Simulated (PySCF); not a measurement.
SMILES [SiH3][O][GeH]([O][SiH3])[O][SiH3] at its GFN2-xTB optimised geometry (Å):

```
17

Ge    -0.4833     0.9476    -0.0263
O      0.8489    -0.1309     0.0000
Si     1.1448    -1.7350     0.0000
O     -1.4840     0.6423     1.3258
Si    -2.2315    -0.5514     2.1484
O     -1.3977     0.6789    -1.4457
Si    -2.0852    -0.4927    -2.3484
H     -0.0064     2.3513     0.0070
H      2.6054    -1.7350     0.0000
H      0.5687    -2.3460     1.2027
H      0.5701    -2.3513    -1.2009
H     -1.2987    -1.0073     3.1816
H     -3.3988     0.1405     2.6898
H     -2.6054    -1.6672     1.2723
H     -2.5431    -1.6170    -1.5245
H     -1.0760    -0.9450    -3.3090
H     -3.1955     0.2230    -2.9721
```

Calculation: PBE0/def2-SVP (PySCF). Cells within 0.4 Å of a nucleus heavier than hydrogen are left out (blank, or x).

Map of the log10 of the electron density (e/bohr³), floored at −4 on the plane z = 1.0 Å:

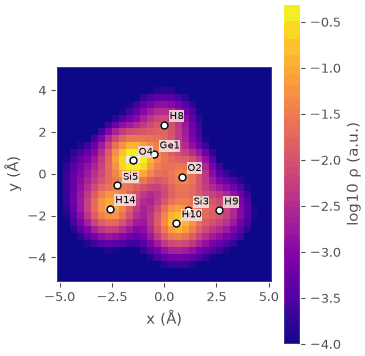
Figure: Log10 of the electron density (e/bohr³), floored at −4 on the plane z = 1.0 Å.
